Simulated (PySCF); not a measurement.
NMR shielding calculation of C$_{3}$H$_{4}$F$_{2}$

- system: C$_{3}$H$_{4}$F$_{2}$, SMILES C=C(F)CF
- method: GIAO PBE0/aug-cc-pVDZ NMR shielding, non-relativistic, gas phase (PySCF 2.14.0)

The geometry comes from this level: PBE0-D3(BJ)/def2-SVP. Figures and captions count atoms from 1; the log counts them from 0 in places.

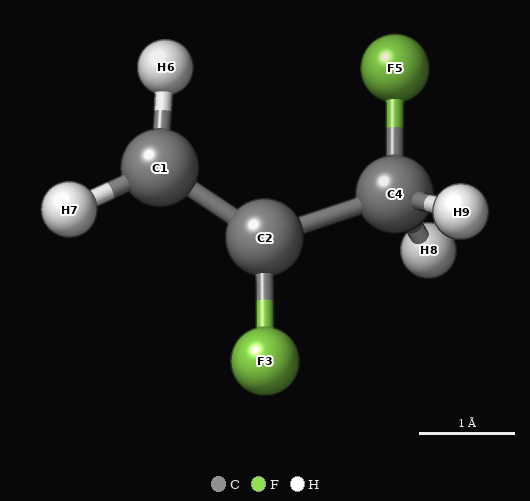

Fig. 1: The structure as given in the input (ball-and-stick view, seen at a tilt; atoms are numbered from 1 in the order of the input).

## Input file
```
{"job": {"kind": "nmr", "xc": "PBE0", "basis": "aug-cc-pVDZ", "pop": true}, "charge": 0, "multiplicity": 1}
C      1.045430     0.374915     0.870989
C      0.372531     0.275429    -0.266660
F      0.810375     0.814860    -1.408446
C     -0.932563    -0.420846    -0.480917
F     -1.386469    -0.978058     0.675619
H      0.636038    -0.085740     1.769070
H      1.994838     0.909962     0.913953
H     -0.806626    -1.205711    -1.248892
H     -1.675461     0.303076    -0.862598
```

The first line tells a small driver script what to run in PySCF; the rest is the geometry in Å.

Run as:
```bash
OMP_NUM_THREADS=1 python <driver script> task.json out
```

## The program's output
```
coarse grid: 7912 points
cycle   1  E = -316.0199976295  dE =  5.988e-01  |g| = 5.699e-01  |ddm| = 6.979e+00
cycle   2  E = -315.9451694192  dE =  7.483e-02  |g| = 8.504e-01  |ddm| = 2.006e+00
cycle   3  E = -316.0793988518  dE = -1.342e-01  |g| = 7.777e-02  |ddm| = 1.182e+00
cycle   4  E = -316.0806508642  dE = -1.252e-03  |g| = 3.583e-02  |ddm| = 1.727e-01
cycle   5  E = -316.0809019204  dE = -2.511e-04  |g| = 9.490e-03  |ddm| = 5.785e-02
cycle   6  E = -316.0809189187  dE = -1.700e-05  |g| = 3.057e-03  |ddm| = 2.415e-02
cycle   7  E = -316.0809211723  dE = -2.254e-06  |g| = 2.115e-04  |ddm| = 6.260e-03
final grid: 78320 points
cycle   8  E = -316.0849666410  dE = -2.389e-05  |g| = 6.389e-03  |ddm| = 1.046e-01
cycle   9  E = -316.0849615147  dE =  5.126e-06  |g| = 8.568e-03  |ddm| = 3.122e-02
cycle  10  E = -316.0849761150  dE = -1.460e-05  |g| = 9.963e-04  |ddm| = 1.371e-02
cycle  11  E = -316.0849762987  dE = -1.837e-07  |g| = 1.324e-04  |ddm| = 1.950e-03
cycle  12  E = -316.0849763014  dE = -2.698e-09  |g| = 4.724e-05  |ddm| = 2.851e-04
cycle  13  E = -316.0849763018  dE = -3.763e-10  |g| = 2.418e-05  |ddm| = 1.085e-04
```

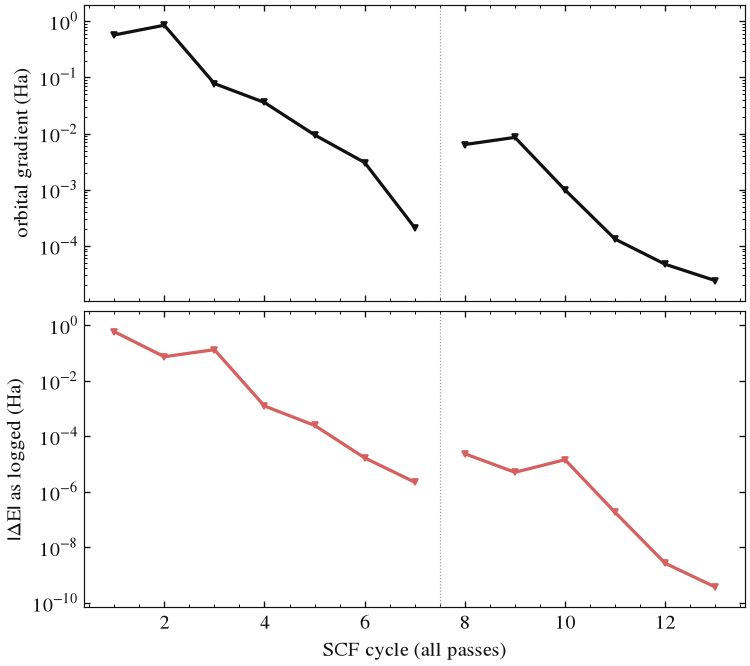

Fig. 2: Convergence of the self-consistent field: orbital gradient and size of the energy change against the SCF cycle. The dotted line marks the change from a coarse to the final integration grid. The first 7 cycles use a coarse grid, the final grid takes over at cycle 8, and the field converges after 13 cycles in all.

```
converged SCF energy = -316.0849763018

GIAO shielding tensors (ppm)
atom      isotropic    diamagn.    paramagn.     s11        s22        s33       span
  0 C      108.204     224.666    -116.462     13.373    126.260    184.980    171.607
  1 C       33.092     220.160    -187.068    -67.285     77.648     88.913    156.198
  2 F      307.529     476.209    -168.680    217.697    305.050    399.839    182.143
  3 C      119.560     231.677    -112.117     93.377     94.849    170.455     77.077
  4 F      433.477     471.564     -38.087    402.442    424.365    473.623     71.181
  5 H       26.376      33.664      -7.288     24.589     24.619     29.921      5.332
  6 H       26.495      32.973      -6.478     23.835     25.645     30.005      6.170
  7 H       26.532      25.416       1.116     23.122     26.530     29.943      6.821
  8 H       26.529      25.431       1.098     23.124     26.522     29.941      6.818
```

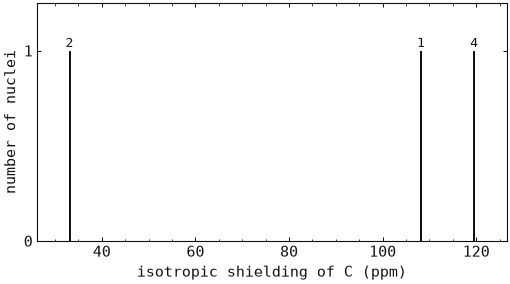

Fig. 3: Isotropic shieldings of the carbon nuclei in this fixed geometry, labelled by atom number; shielding grows to the right, so chemical shift grows to the left. The least shielded is C2 (33.1 ppm), the most shielded C4 (119.6 ppm).

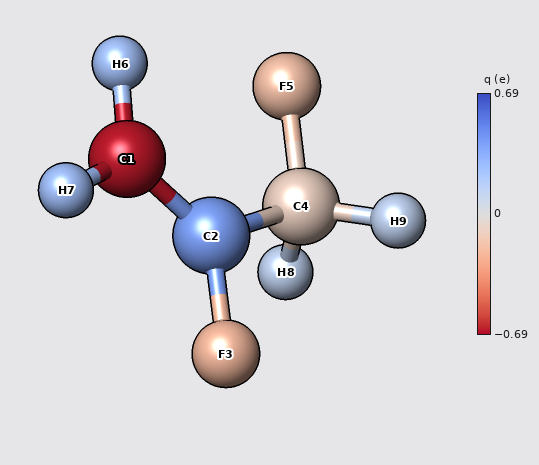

Fig. 4: ESP-fitted charges, as the colour of each atom (ball-and-stick view, seen at a tilt; atoms are numbered from 1 in the order of the input). By element: C −0.66 to +0.40, F −0.21 to −0.18 and H +0.13 to +0.25 e.

## Summary

```csv
quantity,value
outcome,converged
total energy,−316.084976 hartree
HOMO,−7.64 eV
LUMO,−0.01 eV
dipole moment,0.36 D
"isotropic shielding, C",33.1 to 119.6 ppm
"isotropic shielding, F",307.5 to 433.5 ppm
"isotropic shielding, H",26.4 to 26.5 ppm
hardware,"1 CPU thread, shared host"
wall time,9.5 s
peak memory,0.67 GiB
```
